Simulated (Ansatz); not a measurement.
BrClFGeHO···HF

Input

```
crystal:
  periodic: [false, false, false]
  atoms:
    - { symbol: Ge, position_ang: [0.0, 0.0, 0.0] }
    - { symbol: F, position_ang: [0.0, 0.0, 2.03] }
    - { symbol: F, position_ang: [1.5842, 0.0, -0.5594] }
    - { symbol: Cl, position_ang: [-1.0456, 1.8115, -0.7393] }
    - { symbol: O, position_ang: [-0.8337, -1.4443, -0.5894] }
    - { symbol: H, position_ang: [-1.2883, -1.91, 0.183] }
    - { symbol: Br, position_ang: [1.0122, 2.3539, 0.8514] }
    - { symbol: H, position_ang: [0.4684, 1.0894, 1.9769] }
basis:
  gaussian: { orbitals: def2-SVP }
hamiltonian:
  xc: b3lyp
  dispersion: d4
relax:
  f_tol: 0.15
  max_steps: 25
  restrain:
    - { distance: [0, 6], at: 2.4, k: 30.0 }
    - { distance: [7, 1], at: 0.92, k: 30.0 }
    - { distance: [0, 1], at: 2.88, k: 30.0 }
    - { distance: [7, 6], at: 2.75, k: 30.0 }
output:
  orbitals: {}
```

Command:

```sh
ansatz run input.yaml --threads 4 --pin off --max-ram 5120MiB --backend cpu --events-out ev --progress --plain --runs-dir out
```

The fields are those of the run's last geometry, not of the input's.

Not at a stationary point (largest force 0.7 eV/Å).

All numbers below come from RKS B3LYP-D4/def2-SVP (Ansatz 0.2.0).

Predict the electron density and electron localisation function between the atoms.

Answer. F2···H6 (1.97 Å): the density falls to about 0.15 e/Å³ on the way; the ELF dips to about 0.05 between them: a closed-shell contact with the geometry of a hydrogen bond.
Ge–F (1.72 Å): ρ at the midpoint is about 0.95 e/Å³; the ELF peaks at about 0.80 in the valence shell of F, 0.5 Å from its nucleus, and is about 0.25 at the midpoint.
Ge–O (1.74 Å): ρ at the midpoint is about 1 e/Å³; the ELF peaks at about 0.85 in the valence shell of O, 0.6 Å from its nucleus, and is about 0.30 at the midpoint.

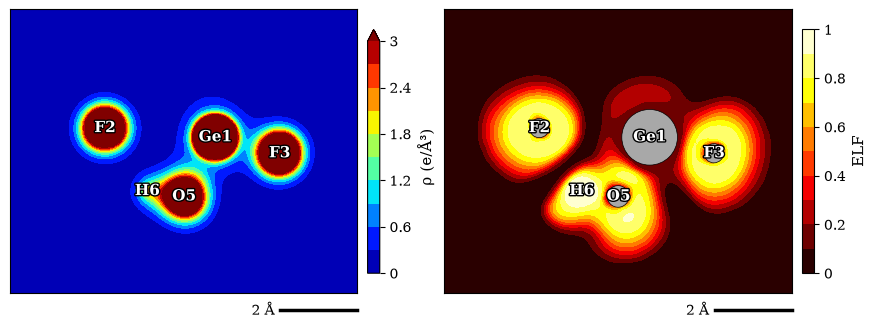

Computed electron density and electron localisation function on the plane of atoms Ge1, O5 and H6, in this order. Grey discs cover the atomic cores in the ELF map. 
